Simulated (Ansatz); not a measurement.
# CH8NSi (charge +1): what the fields show

```xyz
11

C     1.3868    0.1927   -0.1111
N     0.1432   -0.3095    0.5939
Si   -1.5123    0.0500   -0.3570
H     2.2556   -0.0451    0.4810
H     1.4585   -0.2852   -1.0744
H     1.3100    1.2604   -0.2356
H     0.0908    0.1072    1.5118
H     0.2255   -1.3043    0.7438
H    -2.5379   -0.5364    0.5242
H    -1.5175    1.5213   -0.4405
H    -1.3026   -0.6511   -1.6361
```

All numbers below come from Ansatz 0.2.0, UHF/6-31G.

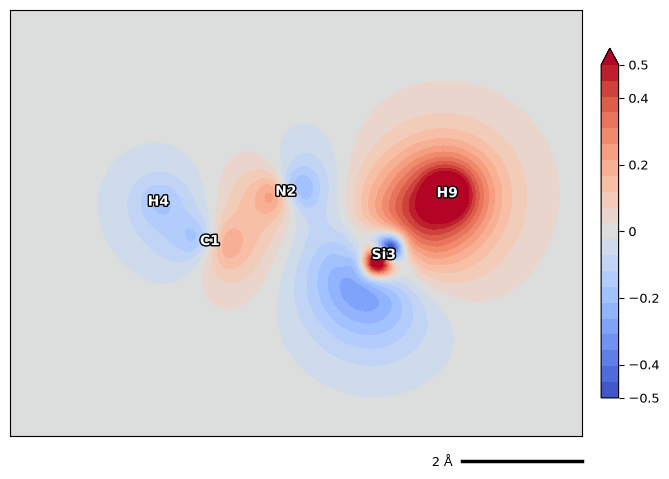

Figure 1. One frontier orbital on the plane of atoms C1, N2 and Si3 (values in Å⁻³ᐟ²; the overall sign is arbitrary).

Which orbital is it: HOMO or LUMO?

The HOMO, at −18.63 eV. By Hirshfeld shares it lies mainly on Si3 (about 40 %), H9 (about 35 %), H10 (about 10 %) and H11 (about 10 %).

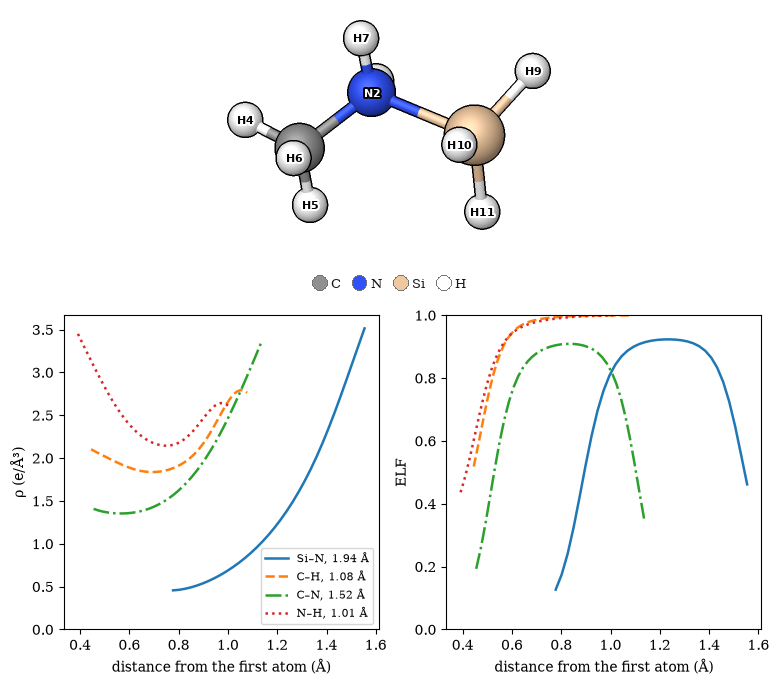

Figure 2. Total electron density and ELF along straight lines between neighbouring atoms. The curves leave out the atomic cores. The structure is drawn too.

What can be read from the curves?

Si–N (1.94 Å): ρ is about 0.64 e/Å³ halfway; the ELF peaks at about 0.90 between the atoms; a shared but strongly polarised pair.
C–H (1.08 Å): the density is about 2 e/Å³ at the midpoint; the ELF climbs to about 1 towards the hydrogen, as it does in any bond to H (an ordinary covalent bond to hydrogen).
C–N (1.52 Å): the density is about 1.5 e/Å³ at the midpoint, with its minimum of 1.4 e/Å³ about 0.6 Å from C; the ELF peaks at about 0.90 between the atoms, as expected for a shared electron pair.
N–H (1.01 Å): the density is about 2.8 e/Å³ at the midpoint; the ELF climbs to about 1 towards the hydrogen (an ordinary covalent bond to hydrogen).

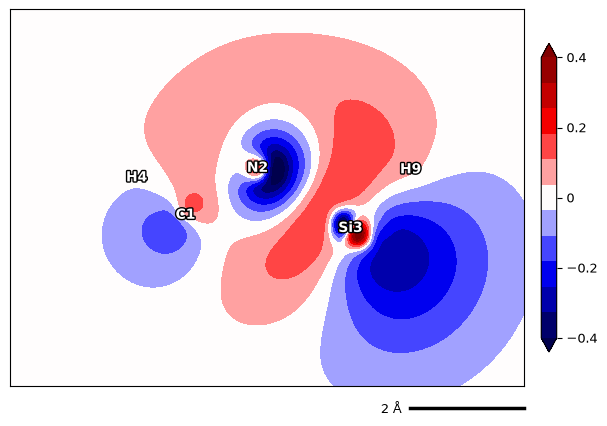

Figure 3. One frontier orbital on the plane of atoms C1, N2 and Si3 (values in Å⁻³ᐟ²; the overall sign is arbitrary).

Which orbital is it: HOMO or LUMO?

The LUMO, at −2.06 eV. Its weight (Hirshfeld) is mainly on Si3 (about 55 %) and N2 (about 10 %).
